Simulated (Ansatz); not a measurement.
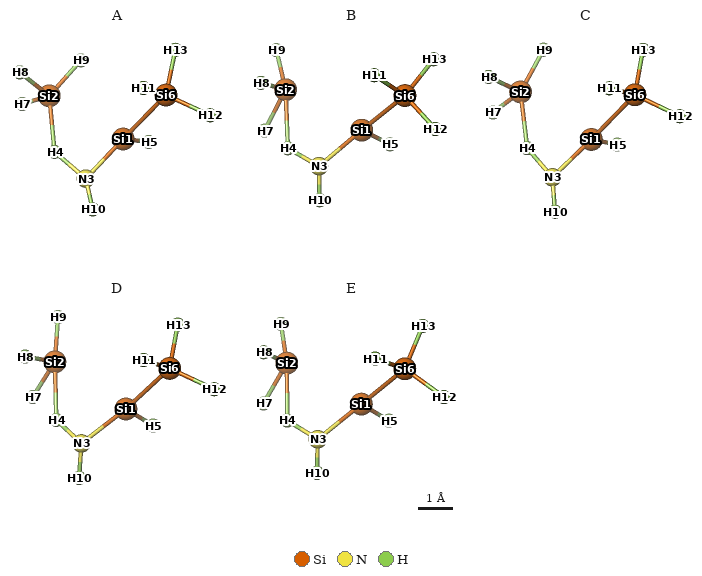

5 geometries from one constrained relaxation of Si3NH9, in shuffled order. A ball-and-stick model, seen at a tilt.

The reaction that was planned forms Si2–H4 and breaks Si1–Si2, N3–H4 (atoms numbered from 1 in input order).

Theory: RKS PBE0-D4/def2-SVP in Ansatz. Set-up: held fixed: the distance between atoms 2 (Si) and 4 (H), the distance between atoms 1 (Si) and 2 (Si), the distance between atoms 3 (N) and 4 (H), counting from 1; force threshold 0.04 eV/Å; at most 150 steps.

Order the frames from highest to lowest energy.

A, C, D, E, B. They are steps 0, 2, 5, 8, 16, at +26.1 kcal/mol, +14.7 kcal/mol, +3.39 kcal/mol, +0.52 kcal/mol relative to the last. H9 moves most after the best rigid fit: 1.28 Å. By element the largest moves are H 1.28 Å, N 0.37 Å, Si 0.31 Å. Some distances before and after: Si1–N3 1.673 → 1.753 Å, Si2–H7 1.465 → 1.513 Å, Si2–H9 1.469 → 1.502 Å, Si2–H8 1.465 → 1.493 Å. Bond angles that change, for instance: H4–Si2–H7 102.3° → 50.8°, H4–N3–H10 146.6° → 108.6°, H4–Si2–H9 135.5° → 157.3°. Over 16 geometry steps the energy falls by 26.1 kcal/mol. The largest force component goes from 0.84 to 0.027 eV/Å. The forces were under the threshold at step 11, but the run went on from there. The run took 19 s on 8 threads of Arm Neoverse V1, on a shared host.
